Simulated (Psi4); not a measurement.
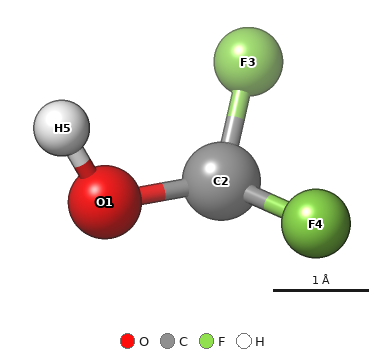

*The input geometry (ball-and-stick view, seen at a tilt; atoms are numbered from 1 in the order of the input).*

**Geometry relaxation of CHF2O**

System: CHF2O, multiplicity 2, SMILES O[C](F)F.
Method: HF/6-31G, UHF (Psi4 1.11).

The geometry comes from this level: GFN2-xTB.

Input (run.py):
```python
import numpy as np
from ase.calculators.psi4 import Psi4
from ase.io import read
from ase.optimize import BFGS

a = read('chf2o.xyz')
calc = Psi4(atoms=a, method='scf', basis='6-31G', memory='1600MB', num_threads=1, charge=0, multiplicity=2, label='calc', reference='uhf')
a.calc = calc

opt = BFGS(a)
done = opt.run(fmax=0.02, steps=60)
print('converged:', done)
for s, p in zip(a.symbols, a.positions):
    print(f'{s:2s} {p[0]:12.6f} {p[1]:12.6f} {p[2]:12.6f}')
```

File chf2o.xyz:
```
5
CHF2O
O     -0.219730     0.891390    -0.426260
C      0.113490    -0.378530    -0.328810
F      1.066290    -0.680990     0.569830
F     -0.899720    -1.252730    -0.190070
H     -0.060340     1.420850     0.375310
```

Launched with:
```bash
python run.py
```

What the program printed:
```
gradient() will perform analytic gradient computation.

   => Loading Basis Set <=

    Name: 6-31G
    Role: ORBITAL
    Keyword: BASIS

         ---------------------------------------------------------
                                   SCF
                              UHF Reference
                        1 Threads,   1525 MiB Core
         ---------------------------------------------------------

  ==> Geometry <==

    Molecular point group: c1
    Full point group: C1

    Geometry (in Angstrom), charge = 0, multiplicity = 2:

       Center              X                  Y                   Z               Mass
    ------------   -----------------  -----------------  -----------------  -----------------
         O           -0.232933065157     1.275895088240    -0.362673658644    15.994914619570
         C            0.109193688219    -0.017464200361    -0.310683826029    12.000000000000
         F            1.063389861404    -0.289026912105     0.625157642033    18.998403162730
         F           -0.932093958866    -0.870077144672    -0.145614663695    18.998403162730
         H           -0.078378941662     1.808710365691     0.415339237885     1.007825032230

  Running in c1 symmetry.

  Rotational constants: A =      0.35323  B =      0.33775  C =      0.18025 [cm^-1]
  Rotational constants: A =  10589.63366  B =  10125.58780  C =   5403.84699 [MHz]
  Nuclear repulsion =  123.688520010302952

  Charge       = 0
  Multiplicity = 2
  Electrons    = 33
  Nalpha       = 17
  Nbeta        = 16

  ==> Algorithm <==

  SCF Algorithm Type is DF.
  DIIS enabled.
  MOM disabled.
  Fractional occupation disabled.
  Guess Type is SAD.
  Energy threshold   = 1.00e-08
  Density threshold  = 1.00e-08
  Integral threshold = 1.00e-12

  ==> Primary Basis <==

  Basis Set: 6-31G
    Blend: 6-31G
    Number of shells: 22
    Number of basis functions: 38
    Number of Cartesian functions: 38
    Spherical Harmonics?: false
    Max angular momentum: 1

   => Loading Basis Set <=

    Name: (6-31G AUX)
    Role: JKFIT
    Keyword: DF_BASIS_SCF

  ==> Integral Setup <==

  DFHelper Memory: AOs need 0.005 GiB; user supplied 1.118 GiB.
  SCF_SUBTYPE=INCORE selected. In-core MEM_DF algorithm will be used.
  Using in-core AOs.

  ==> MemDFJK: Density-Fitted J/K Matrices <==

    J tasked:                   Yes
    K tasked:                   Yes
    wK tasked:                   No
    Memory [MiB]:              1144
    Algorithm:                 Core
    Schwarz Cutoff:           1E-12
    Mask sparsity (%):       0.4155
    Fitting Condition:        1E-10

   => Auxiliary Basis Set <=

  Basis Set: (6-31G AUX)
    Blend: CC-PVDZ-JKFIT
    Number of shells: 105
    Number of basis functions: 349
    Number of Cartesian functions: 349
    Spherical Harmonics?: false
    Max angular momentum: 3

  Minimum eigenvalue in the overlap matrix is 1.6431785152E-02.
  Reciprocal condition number of the overlap matrix is 4.3532604848E-03.
    Using symmetric orthogonalization.

  ==> Pre-Iterations <==

  SCF Guess: Superposition of Atomic Densities via on-the-fly atomic UHF (no occupation information).

   -------------------------
    Irrep   Nso     Nmo
   -------------------------
     A         38      38
   -------------------------
    Total      38      38
   -------------------------

  ==> Iterations <==

                           Total Energy        Delta E     RMS |[F,P]|

   @DF-UHF iter SAD:  -311.32405342676986   -3.11324e+02   0.00000e+00
   @DF-UHF iter   1:  -311.90354956056501   -5.79496e-01   1.25795e-02 ADIIS/DIIS
   @DF-UHF iter   2:  -311.99298771034216   -8.94381e-02   7.02069e-03 ADIIS/DIIS
   @DF-UHF iter   3:  -312.01948759825797   -2.64999e-02   1.17520e-03 ADIIS/DIIS
   @DF-UHF iter   4:  -312.02113297763071   -1.64538e-03   3.06860e-04 ADIIS/DIIS
   @DF-UHF iter   5:  -312.02132985120772   -1.96874e-04   1.30742e-04 ADIIS/DIIS
   @DF-UHF iter   6:  -312.02137012465681   -4.02734e-05   6.44401e-05 DIIS
   @DF-UHF iter   7:  -312.02137939633428   -9.27168e-06   3.44183e-05 DIIS
   @DF-UHF iter   8:  -312.02138176241272   -2.36608e-06   1.11845e-05 DIIS
   @DF-UHF iter   9:  -312.02138206953771   -3.07125e-07   3.29733e-06 DIIS
   @DF-UHF iter  10:  -312.02138209736529   -2.78276e-08   9.37057e-07 DIIS
   @DF-UHF iter  11:  -312.02138209964630   -2.28101e-09   3.12990e-07 DIIS
   @DF-UHF iter  12:  -312.02138209988334   -2.37037e-10   1.12969e-07 DIIS
   @DF-UHF iter  13:  -312.02138209990289   -1.95541e-11   5.47938e-08 DIIS
   @DF-UHF iter  14:  -312.02138209990761   -4.71800e-12   1.99172e-08 DIIS
   @DF-UHF iter  15:  -312.02138209990824   -6.25278e-13   7.53210e-09 DIIS
  Energy and wave function converged.

  ==> Post-Iterations <==

   @Spin Contamination Metric:   5.297371571E-03
   @S^2 Expected:                7.500000000E-01
   @S^2 Observed:                7.552973716E-01
   @S   Expected:                5.000000000E-01
   @S   Observed:                5.000000000E-01

    Orbital Energies [Eh]
    ---------------------

    Alpha Occupied:

       1A    -26.355440     2A    -26.347434     3A    -20.645611
       4A    -11.515605     5A     -1.715582     6A     -1.642999
       7A     -1.473291     8A     -0.977133     9A     -0.838709
      10A     -0.802322    11A     -0.799668    12A     -0.714477
      13A     -0.700092    14A     -0.658095    15A     -0.609468
      16A     -0.590769    17A     -0.459748

    Alpha Virtual:

      18A      0.192713    19A      0.332942    20A      0.352387
      21A      0.439943    22A      0.652585    23A      0.731570
      24A      0.741227    25A      0.765836    26A      1.091080
      27A      1.172635    28A      1.208527    29A      1.382708
      30A      1.484886    31A      1.519176    32A      1.567484
      33A      1.594875    34A      1.696711    35A      1.724481
      36A      1.963897    37A      2.323335    38A      2.474417

    Beta Occupied:

       1A    -26.351643     2A    -26.342148     3A    -20.642770
       4A    -11.483272     5A     -1.697394     6A     -1.629370
       7A     -1.461158     8A     -0.929134     9A     -0.824801
      10A     -0.783332    11A     -0.734781    12A     -0.696755
      13A     -0.670727    14A     -0.656433    15A     -0.602712
      16A     -0.571765

    Beta Virtual:

      17A      0.104428    18A      0.210625    19A      0.366584
      20A      0.397552    21A      0.475447    22A      0.750920
      23A      0.759859    24A      0.764726    25A      0.795498
      26A      1.098605    27A      1.183389    28A      1.212908
      29A      1.387760    30A      1.489161    31A      1.534034
      32A      1.587452    33A      1.596557    34A      1.699606
      35A      1.726660    36A      1.971743    37A      2.333554
      38A      2.484606

    Final Occupation by Irrep:
              A
    DOCC [    16 ]
    SOCC [     1 ]
    NA   [    17 ]
    NB   [    16 ]

  @DF-UHF Final Energy:  -312.02138209990824

   => Energetics <=

    Nuclear Repulsion Energy =            123.6885200103029518
    One-Electron Energy =                -678.4951645662322335
    Two-Electron Energy =                 242.7852624560211154
    Total Energy =                       -312.0213820999082373

  UHF NO Occupations:
  HONO-2 :   15  A 1.9994128
  HONO-1 :   16  A 1.9989993
  HONO-0 :   17  A 1.0000000
  LUNO+0 :   18  A 0.0010007
  LUNO+1 :   19  A 0.0005872
  LUNO+2 :   20  A 0.0004986
  LUNO+3 :   21  A 0.0003519

Computation Completed

Properties will be evaluated at   0.000000,   0.000000,   0.000000 [a0]

Properties computed using the SCF density matrix

 Multipole Moments:

 ------------------------------------------------------------------------------------
     Multipole            Electronic (a.u.)      Nuclear  (a.u.)        Total (a.u.)
 ------------------------------------------------------------------------------------

 L = 1.  Multiply by 2.5417464519 to convert [e a0] to [Debye]
 Dipole X            :          0.4199338           -0.1984557            0.2214781
 Dipole Y            :         -2.0944946            2.7951872            0.7006926
 Dipole Z            :          0.4390035           -0.0647537            0.3742498
 Magnitude           :                                                    0.8246730

 ------------------------------------------------------------------------------------

	total time  =          0 seconds =       0.00 minutes

         ------------------------------------------------------------
                                   SCF GRAD
         ------------------------------------------------------------

  ==> Geometry <==

    Molecular point group: c1
    Full point group: C1

    Geometry (in Angstrom), charge = 0, multiplicity = 2:

       Center              X                  Y                   Z               Mass
    ------------   -----------------  -----------------  -----------------  -----------------
         O           -0.232933065157     1.275895088240    -0.362673658644    15.994914619570
         C            0.109193688219    -0.017464200361    -0.310683826029    12.000000000000
         F            1.063389861404    -0.289026912105     0.625157642033    18.998403162730
         F           -0.932093958866    -0.870077144672    -0.145614663695    18.998403162730
         H           -0.078378941662     1.808710365691     0.415339237885     1.007825032230

  Nuclear repulsion =  123.688520010302952

  ==> Basis Set <==

  Basis Set: 6-31G
    Blend: 6-31G
    Number of shells: 22
    Number of basis functions: 38
    Number of Cartesian functions: 38
    Spherical Harmonics?: false
    Max angular momentum: 1

  ==> DFJKGrad: Density-Fitted SCF Gradients <==

    Gradient:                    1
    J tasked:                  Yes
    K tasked:                  Yes
    wK tasked:                  No
    Integrals threads:           1
    Memory [MiB]:             1144
    Schwarz Cutoff:          1E-12
    Fitting Condition:       1E-10

   => Auxiliary Basis Set <=

  Basis Set: (6-31G AUX)
    Blend: CC-PVDZ-JKFIT
    Number of shells: 105
    Number of basis functions: 349
    Number of Cartesian functions: 349
    Spherical Harmonics?: false
    Max angular momentum: 3

  -Total Gradient:
     Atom            X                  Y                   Z
    ------   -----------------  -----------------  -----------------
       1        0.000139456658     0.000038320075     0.000090315393
       2       -0.000020130155    -0.000093997764    -0.000026107284
       3       -0.000047628544     0.000077044049    -0.000056413539
       4       -0.000016104131    -0.000048134026     0.000013555221
       5       -0.000055593827     0.000026767666    -0.000021349792

	total time  =          0 seconds =       0.00 minutes
```

Trajectory as extended XYZ (Å, eV, eV/Å), 7 frames, from step=0 to step=6:
```
5
Properties=species:S:1:pos:R:3:forces:R:3 step=0 energy=-8490.46750
O    -0.2197    0.8914   -0.4263    0.0177   1.5050   1.3570
C     0.1135   -0.3785   -0.3288    0.3559  -1.3285  -1.5073
F     1.0663   -0.6810    0.5698    0.5842   0.1933   0.7668
F    -0.8997   -1.2527   -0.1901   -0.6700  -0.1983   0.1882
H    -0.0603    1.4208    0.3753   -0.2879  -0.1714  -0.8047
5
Properties=species:S:1:pos:R:3:forces:R:3 step=1 energy=-8490.51233
O    -0.2200    0.9112   -0.4113   -0.0743  -1.4101  -0.8327
C     0.1180   -0.3992   -0.3548    0.1642   0.5363  -0.1799
F     1.0741   -0.6799    0.5763    0.0053   0.1300   0.0010
F    -0.9099   -1.2572   -0.1918   -0.2790  -0.0113   0.0028
H    -0.0650    1.4167    0.3593    0.1839   0.7550   1.0088
5
Properties=species:S:1:pos:R:3:forces:R:3 step=2 energy=-8490.53184
O    -0.2202    0.9017   -0.4155    0.0703  -0.1752   0.1852
C     0.1209   -0.3946   -0.3580    0.0887  -0.1208   0.0140
F     1.0758   -0.6765    0.5794   -0.0763   0.1555  -0.1019
F    -0.9134   -1.2560   -0.1899   -0.0477   0.1086  -0.0394
H    -0.0632    1.4257    0.3695   -0.0350   0.0318  -0.0580
5
Properties=species:S:1:pos:R:3:forces:R:3 step=3 energy=-8490.53350
O    -0.2191    0.8984   -0.4131    0.0343  -0.0745   0.1131
C     0.1225   -0.3964   -0.3583    0.0088  -0.0728  -0.0140
F     1.0749   -0.6742    0.5781    0.0209   0.0795  -0.0140
F    -0.9144   -1.2545   -0.1904   -0.0414   0.0651  -0.0359
H    -0.0635    1.4266    0.3692   -0.0225   0.0027  -0.0492
5
Properties=species:S:1:pos:R:3:forces:R:3 step=4 energy=-8490.53420
O    -0.2182    0.8949   -0.4103   -0.0154   0.0081  -0.0022
C     0.1232   -0.3985   -0.3594    0.0062  -0.0117   0.0322
F     1.0754   -0.6716    0.5775    0.0445   0.0086   0.0069
F    -0.9161   -1.2527   -0.1916   -0.0354   0.0095  -0.0263
H    -0.0641    1.4274    0.3684    0.0001  -0.0144  -0.0104
5
Properties=species:S:1:pos:R:3:forces:R:3 step=5 energy=-8490.53428
O    -0.2183    0.8945   -0.4101   -0.0136   0.0009  -0.0099
C     0.1234   -0.3990   -0.3589   -0.0050   0.0011   0.0206
F     1.0761   -0.6713    0.5776    0.0359   0.0000   0.0104
F    -0.9168   -1.2525   -0.1920   -0.0196   0.0075  -0.0181
H    -0.0642    1.4272    0.3683    0.0023  -0.0095  -0.0030
5
Properties=species:S:1:pos:R:3:forces:R:3 step=6 energy=-8490.53435
O    -0.2187    0.8939   -0.4100   -0.0072  -0.0020  -0.0046
C     0.1234   -0.3994   -0.3580    0.0010   0.0048   0.0013
F     1.0776   -0.6710    0.5778    0.0024  -0.0040   0.0029
F    -0.9179   -1.2520   -0.1929    0.0008   0.0025  -0.0007
H    -0.0642    1.4268    0.3680    0.0029  -0.0014   0.0011
```

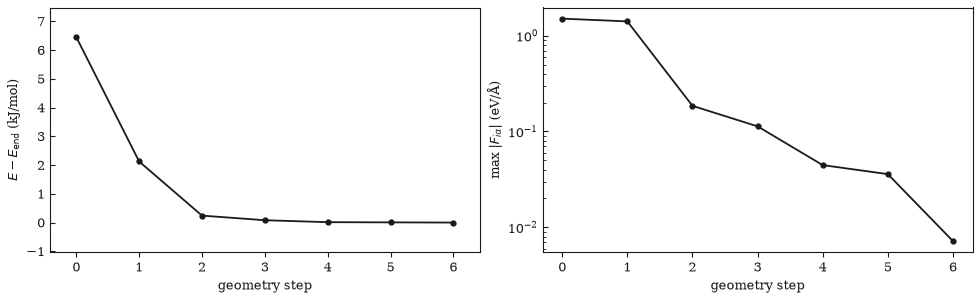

*Progress of the relaxation, step by step (steps are counted from 0).*

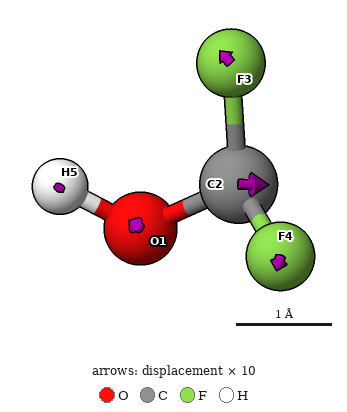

*The starting structure with the displacements as pink arrows, magnified 10 times (ball-and-stick view, seen at a tilt). The two geometries are laid on each other by the best rigid fit.*

Over 6 geometry steps the energy falls by 6.45 kJ/mol. Largest force component: 1.5 eV/Å at the start, 0.0072 eV/Å at the end. The atom that moves furthest after the best rigid fit is C2 (0.035 Å). By element the largest moves are C 0.035 Å, O 0.020 Å, F 0.019 Å, H 0.008 Å. Distances before and after: O1–C2 1.317 → 1.339 Å, C2–F3 1.344 → 1.364 Å, O1–H5 0.974 → 0.956 Å, C2–F4 1.345 → 1.356 Å. Among the angles that change: O1–C2–F3 116.5° → 113.4°, C2–O1–H5 115.0° → 117.8°. (Atoms are counted from 1 in the order of the input.)

Results in brief:

- outcome: converged
- total energy: −312.021382 hartree
- basis functions: 38
- ⟨S²⟩: 0.755
- dipole moment: 2.10 D
- hardware: 1 thread of Intel Xeon @ 2.50GHz (Skylake/Cascade Lake), 16 GiB of memory available, shared host
- wall time: 6 s
- peak memory: 0.2 GiB
